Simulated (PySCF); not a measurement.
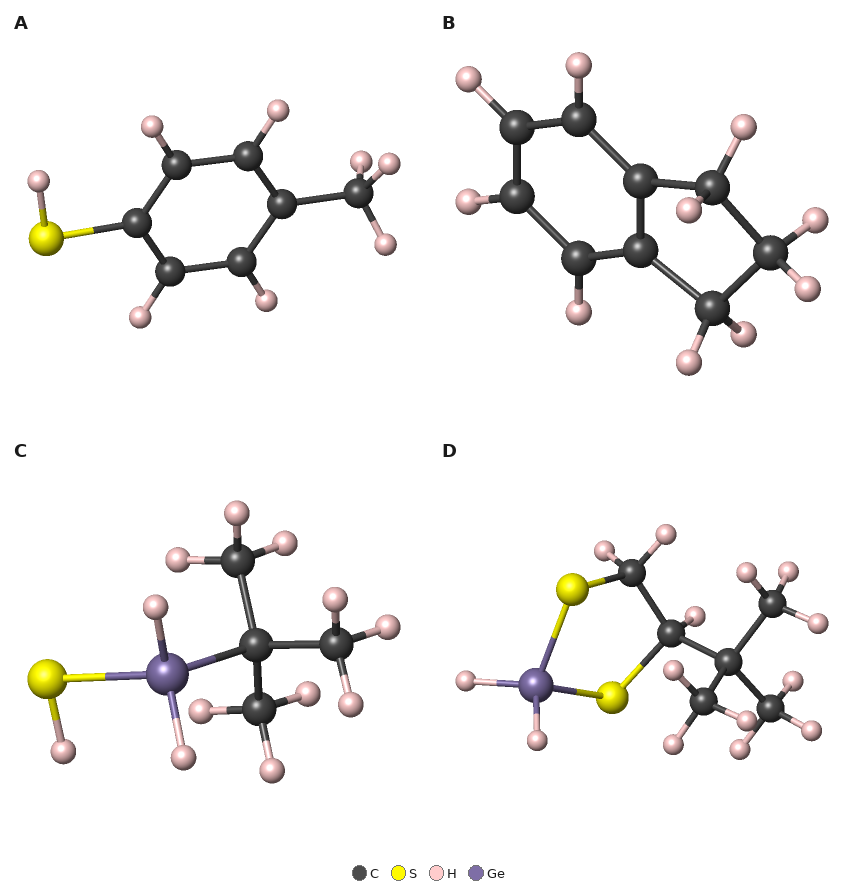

Source: calculation with PySCF.

Which panel belongs to which SMILES?
(1) C[C](C)(C)[GeH2][SH]
(2) CC(C)(C)[C@@H]1C[S][GeH2][S]1
(3) Cc1ccc(S)cc1
(4) c1ccc2c(c1)CCC2

Answer. A is (3), B is (4), C is (1), D is (2).
